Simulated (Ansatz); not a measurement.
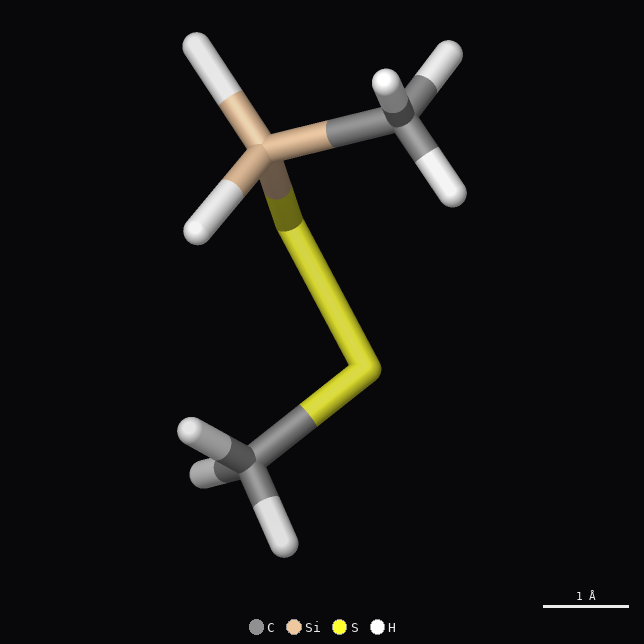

The structure as it stands in the input.

Input file:

```yaml
crystal:
  periodic: [false, false, false]
  atoms:
    - {symbol: C, position_ang: [-1.936500, 1.002326, 0.794818]}
    - {symbol: Si, position_ang: [-0.283443, 1.360429, 0.018557]}
    - {symbol: S, position_ang: [1.327978, 0.428709, 1.091607]}
    - {symbol: S, position_ang: [0.782969, -1.523052, 0.724138]}
    - {symbol: C, position_ang: [1.668527, -1.876233, -0.802981]}
    - {symbol: H, position_ang: [-1.978674, 1.396685, 1.811944]}
    - {symbol: H, position_ang: [-2.109845, -0.074973, 0.830738]}
    - {symbol: H, position_ang: [-2.737554, 1.461731, 0.209367]}
    - {symbol: H, position_ang: [0.027802, 2.816446, 0.048579]}
    - {symbol: H, position_ang: [-0.248285, 0.884881, -1.390669]}
    - {symbol: H, position_ang: [1.334002, -1.221714, -1.607543]}
    - {symbol: H, position_ang: [1.429775, -2.911748, -1.057286]}
    - {symbol: H, position_ang: [2.743549, -1.778288, -0.656469]}
basis:
  gaussian: {orbitals: def2-mTZVP, nuclear_model: gaussian}
hamiltonian: {xc: {name: B3LYP5}}
accuracy: high
output: {forces: true}
```

It was started with:

```sh
ansatz run in.yaml --threads 2 --pin off --events-out ev --progress --plain --max-ram 32768MiB --backend cpu
```

Result:

```
Functional definition: B3LYP5
  name "B3LYP5"
  cite "Stephens, Devlin, Chabalowski & Frisch, J. Phys. Chem. 98, 11623 (1994) doi:10.1021/j100096a001"
  cite "Becke, Phys. Rev. A 38, 3098 (1988) doi:10.1103/PhysRevA.38.3098"
  cite "Lee, Yang & Parr, Phys. Rev. B 37, 785 (1988) doi:10.1103/PhysRevB.37.785"
  cite "Vosko, Wilk & Nusair, Can. J. Phys. 58, 1200 (1980) doi:10.1139/p80-159"
  parameter a0 = 0.2
  parameter ax = 0.72
  parameter ac = 0.81
  exchange = (1 - a0 - ax)*slater_x + ax*b88_x + a0*exact_x
  correlation = (1 - ac)*vwn5_c + ac*lyp_c
2689 factors; integrals over basis functions are off by at most 1.7e-8 eV
mean field evaluation 1: about -31738.9067 eV, gradient 6.9e1 eV
mean field evaluation 2: about -31732.1348 eV, gradient 8.0e1 eV
mean field evaluation 4: about -31749.4018 eV, gradient 4.2e0 eV
mean field evaluation 8: about -31749.6606 eV, gradient 3.2e-1 eV
mean field evaluation 16: about -31749.6610 eV, gradient 1.7e-4 eV
mean field -31749.66097197 eV, -1166.7785200266 hartree, gradient 5.0e-8 eV, S^2 0.000000; 0 other end points of the search recorded, 0 dependent functions left out
the calculation of the forces begins
reference -31749.66102207 eV, -1166.7785218679 hartree; 33, 33 occupied and 95, 95 virtual orbitals, 2689 factors
Total energy: -31749.66102207 eV, -1166.7785218679 hartree
Atom 0 at    -1.936500     1.002326     0.794818 Å, force    -0.124677    -0.024971     0.030654 eV/Å
Atom 1 at    -0.283443     1.360429     0.018557 Å, force    -0.030220     0.382195    -0.318143 eV/Å
Atom 2 at     1.327978     0.428709     1.091607 Å, force     0.493266     0.758021     0.342530 eV/Å
Atom 3 at     0.782969    -1.523052     0.724138 Å, force    -0.498276    -0.890512     0.449996 eV/Å
Atom 4 at     1.668527    -1.876233    -0.802981 Å, force     0.269009    -0.158325    -0.478575 eV/Å
Atom 5 at    -1.978674     1.396685     1.811944 Å, force    -0.062394    -0.022151    -0.007876 eV/Å
Atom 6 at    -2.109845    -0.074973     0.830738 Å, force    -0.069989     0.044256     0.031887 eV/Å
Atom 7 at    -2.737554     1.461731     0.209367 Å, force    -0.038236    -0.025261     0.047972 eV/Å
Atom 8 at     0.027802     2.816446     0.048579 Å, force    -0.018712    -0.052664    -0.009777 eV/Å
Atom 9 at    -0.248285     0.884881    -1.390669 Å, force    -0.013278     0.032604     0.050043 eV/Å
Atom 10 at     1.334002    -1.221714    -1.607543 Å, force     0.070245    -0.063675    -0.023117 eV/Å
Atom 11 at     1.429775    -2.911748    -1.057286 Å, force     0.046113     0.037046    -0.044024 eV/Å
Atom 12 at     2.743549    -1.778288    -0.656469 Å, force    -0.022852    -0.016564    -0.071571 eV/Å
Dipole moment:    -0.156725    -0.039417    -0.318855 e Å
```

The calculation finished and met its thresholds.
